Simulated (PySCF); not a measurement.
**C4H8ClFSi (SMILES F[C@H]1C[C@H](Cl)C[SiH2]1): density, localisation and related maps**

```yaml
atoms:
  - { symbol: F, position_ang: [-0.6689, -1.1311, 1.6120] }
  - { symbol: C, position_ang: [-0.5048, -0.9474, 0.2407] }
  - { symbol: C, position_ang: [-1.7537, -0.2797, -0.3114] }
  - { symbol: C, position_ang: [-1.7291, 1.1816, 0.1328] }
  - { symbol: Cl, position_ang: [-3.1349, 2.0782, -0.5367] }
  - { symbol: C, position_ang: [-0.3977, 1.8078, -0.2723] }
  - { symbol: Si, position_ang: [0.8516, 0.3945, -0.0205] }
  - { symbol: H, position_ang: [-0.3279, -1.9337, -0.2173] }
  - { symbol: H, position_ang: [-1.7380, -0.3204, -1.4146] }
  - { symbol: H, position_ang: [-2.6655, -0.7939, 0.0302] }
  - { symbol: H, position_ang: [-1.8507, 1.2201, 1.2253] }
  - { symbol: H, position_ang: [-0.4293, 2.0588, -1.3456] }
  - { symbol: H, position_ang: [-0.1878, 2.7361, 0.2769] }
  - { symbol: H, position_ang: [1.6810, 0.1556, -1.2401] }
  - { symbol: H, position_ang: [1.7272, 0.5260, 1.1782] }
```

Geometry: PBE0-D3(BJ)/def2-SVP.

Theory: PySCF 2.14.0, wB97X-D/pcSseg-1, SCF density, in a chloroform solvent model, non-relativistic.

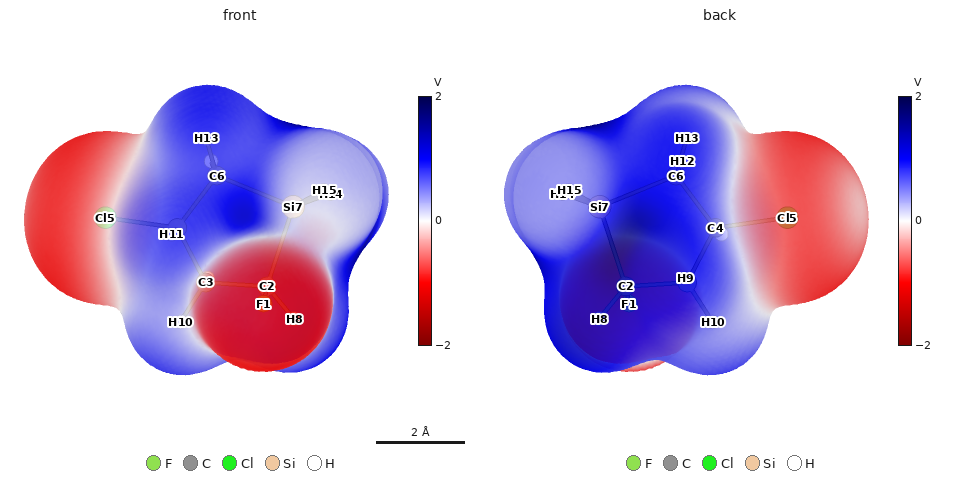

Figure 1. The molecular electrostatic potential painted on the density surface at 0.002 e/bohr³, seen from the front and from behind; the colour scale runs from red (negative) to blue (positive).

### Where is the surface potential most negative and most positive?

The most negative region (about −1.1 V) lies over F1, the most positive (about +1.6 V) over Si7.

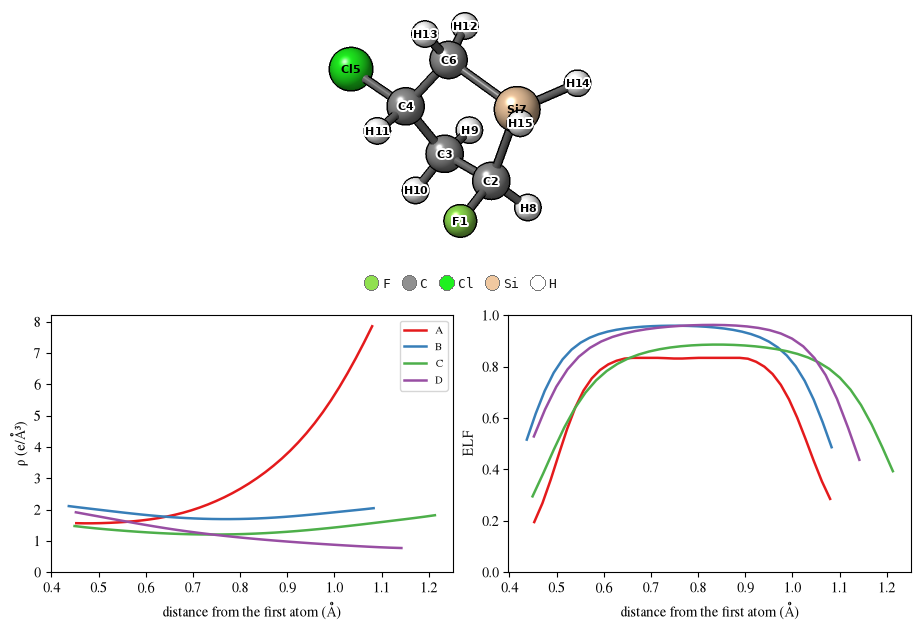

Figure 2. Electron density and electron localisation function along straight lines between neighbouring atoms. The curves leave out the atomic cores. The structure is drawn too.

### Which curve belongs to which contact (C–C, C–Cl, C–F and C–Si)? The first atom named is at distance zero.

Curve A: C–F (1.39 Å): ρ is about 2 e/Å³ halfway, with its minimum of 1.6 e/Å³ about 0.5 Å from C; the ELF peaks at about 0.85 between the atoms: a polar covalent bond. Curve B: C–C (1.52 Å): ρ is about 1.7 e/Å³ halfway; the ELF peaks at about 0.95 between the atoms: a covalent bond. Curve C: C–Cl (1.80 Å): the density is about 1.3 e/Å³ at the midpoint; the ELF peaks at about 0.90 between the atoms, as expected for a shared electron pair. Curve D: C–Si (1.90 Å): ρ at the midpoint is about 0.92 e/Å³; the ELF peaks at about 0.95 between the atoms: a shared electron pair.
